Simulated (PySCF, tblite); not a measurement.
# C₅H₁₃NSi₂: geometry, infrared bands and NMR shifts

Aim: predict the infrared bands and NMR shifts of C₅H₁₃NSi₂ (`CCC1=C[C@H]1N([SiH3])[SiH3]`).

The runs use tblite 0.8.0 and PySCF 2.14.0, with density-fitted response routines of our own; the level of theory stands in each step. All values are computed, except where a source is named. Atoms count from 0, in the outputs and in this text.

### Step 1. The starting structure

21 atoms, charge 0, multiplicity 1; geometry from: force field or distance geometry start.

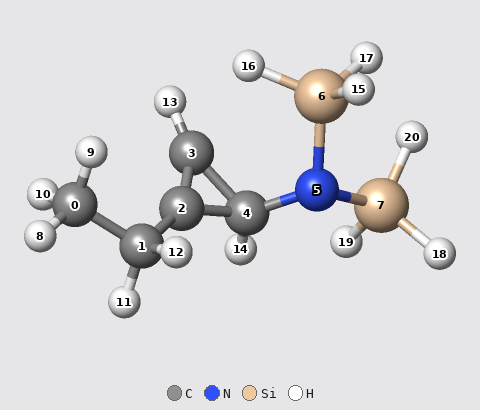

As it starts; carbon grey, nitrogen blue, silicon light orange, hydrogen white, atoms numbered.

### Step 2. Geometry optimisation with GFN2-xTB

Job settings and geometry (Å):

```
{"job": {"kind": "relax", "xc": "GFN2-xTB", "basis": "xTB"}, "charge": 0, "multiplicity": 1}
C      3.349100     0.197900    -0.498300
C      2.214900    -0.801900    -0.459300
C      1.017200    -0.251100     0.254600
C      0.360600     0.729700     0.881100
C     -0.380700    -0.565300     0.684500
N     -1.492600    -0.430400    -0.216400
Si    -1.734000     1.225300    -0.847600
Si    -2.986400    -0.932100     0.616000
H      4.293500    -0.253400    -0.879000
H      3.047100     1.069800    -1.123700
H      3.523200     0.530000     0.552600
H      2.583800    -1.737000     0.077800
H      1.964200    -1.068400    -1.494300
H      0.412800     1.750500     1.273600
H     -0.461200    -1.172300     1.602100
H     -1.930500     1.171500    -2.288800
H     -0.580500     2.057300    -0.511500
H     -2.983600     1.767300    -0.257500
H     -3.634900    -2.042900    -0.110400
H     -2.670700    -1.424300     1.969000
H     -3.920000     0.196800     0.775000
```

On the command line:

```console
OMP_NUM_THREADS=1 python probes_run.py task.json out
```

The driver reads the jobs from task.json and runs them one after another.

**Question.** This job is followed by: GFN2-xTB harmonic vibrations, gas phase; GIAO PBE0/pcSseg-1 NMR shielding, non-relativistic, gas phase. Predict these results of the whole session: strongest single infrared mode (GFN2-xTB); zero-point energy (GFN2-xTB); 13C shifts against TMS (PBE0/pcSseg-1); 1H shifts against TMS (PBE0/pcSseg-1, means over atoms taken as alike); 15N shifts against NH3 (PBE0/pcSseg-1); 29Si shifts against TMS (PBE0/pcSseg-1, means over atoms taken as alike).

**Answer**, as computed:

```
                                                                quantity                                   value
                               strongest single infrared mode (GFN2-xTB)                   2314 cm⁻¹, 590 km/mol
                                            zero-point energy (GFN2-xTB)                           97.8 kcal/mol
                                  13C shifts against TMS (PBE0/pcSseg-1)      154.3, 121.9, 39.9, 23.9, 12.8 ppm
  1H shifts against TMS (PBE0/pcSseg-1, means over atoms taken as alike)  7.62, 4.56, 3.10, 2.97, 2.69, 1.39 ppm
                                  15N shifts against NH3 (PBE0/pcSseg-1)                                19.9 ppm
29Si shifts against TMS (PBE0/pcSseg-1, means over atoms taken as alike)                               -55.4 ppm
```

In words: The optimisation took 191 steps and gained 1.232 eV; among the close pairs (by a distance rule), N5–Si6 changed most, from 1.788 to 1.734 Å. All 57 modes are real, so the xTB geometry is a minimum. The strongest single mode, at 2314 cm⁻¹, moves mainly H20 and H17. GFN2-xTB is a fitted tight-binding method: band positions and strengths are rough. Its intensities can rank the bands wrongly. H13 (hydrogen on an alkene CH) lies farthest downfield among hydrogen, at 7.62 ppm; olefinic region. At PBE0/pcSseg-1: The widest tensor belongs to C2: span 267 ppm, with a paramagnetic part of -230 ppm.
